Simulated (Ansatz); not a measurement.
**Amorphous Ga24O39Lu2**

It comes from a melt-quench run on a machine-learned potential (CHGNet), relaxed afterwards by DFT. O atoms were pushed apart under 1.9 Å during the dynamics, to hinder bonds among them. The hot cell started wider than the set density and was brought back towards it in steps. It is the lowest in DFT energy of 2 quenches. It is a model cell: composition and starting density were chosen by hand, and all elements were melted together. No dispersion term was used.

Methods: PBE, scalar-relativistic without spin-orbit coupling (Ansatz, a quantum-chemistry and plane-wave program); r2SCAN, scalar-relativistic without spin-orbit coupling (Ansatz); HSE06, scalar-relativistic without spin-orbit coupling (Ansatz). Geometry, pressure, stress and energy are those of the PBE run. Its sampling: a 2×2×2 Γ-centred mesh; Fermi-Dirac width 0.02 eV; no spin polarisation. Other functionals are single points at the zone centre (r2SCAN at 500 eV; exact exchange cut at the cell's faces), free to take moments where seeds were set. At PBE the levels at the filled edge of the gap are localised (band-tail or defect states), and the nearest spread-out levels lie 1.8 eV apart at the zone centre.

| Item | Result |
|---|---|
| Number of atoms in the cell | 65 |
| Density (held, not predicted) | 5.38 g/cm^3 |
| Volume per atom | 12.56 Å³ |
| Pressure on a 2×2×2 Γ-centred mesh | -3.83 GPa |
| Largest force and stress component on that mesh (the relaxation ran on the zone centre alone) | 0.06 eV/Å and 4.0 GPa |
| Level gap on a 2×2×2 Γ-centred mesh (PBE) | 1.53 eV |
| Level gap at the zone centre (PBE) | 1.54 eV |
| Level gap at the zone centre (r2SCAN) | 2.08 eV |
| Level gap at the zone centre (HSE06) | 3.21 eV |

Bonds are counted up to Ga-Ga 2.68 Å, Ga-O 2.54 Å, Ga-Lu 3.40 Å, O-O 1.58 Å, O-Lu 2.78 Å, Lu-Lu 4.11 Å. Two cations that share two anions don't count as bonded, nor two that share one unless they lie closer than Ga-Ga 2.61 Å, Ga-Lu 3.31 Å, Lu-Lu 4.00 Å.

Mean coordination of Ga by anions: 4.67 (12 with 4, 8 with 5, 4 with 6)
Mean coordination of O: 3.18 (2 with 2, 28 with 3, 9 with 4)
Mean coordination of Lu by anions: 6.00 (2 with 6)
Mean Ga-O bond: 1.968 Å (spread 0.118 Å, 112 counted)
Mean O-Lu bond: 2.289 Å (spread 0.096 Å, 12 counted)

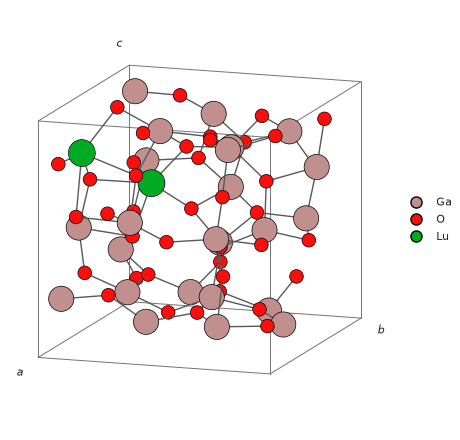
*The relaxed cell*

Its density started from a set value of 5.38 g/cm³. The quench (nominally 330 K/ps over its main leg) was far faster than any real one, so the model tends to hold more defects than a real film. One small periodic cell is one sample of the glass; other quenches scatter about these values. The volume was held where the preparation left it and the shape relaxed, at a PBE pressure of -3.8 GPa (tension). Stress components on the final sampling reach 4.0 GPa.
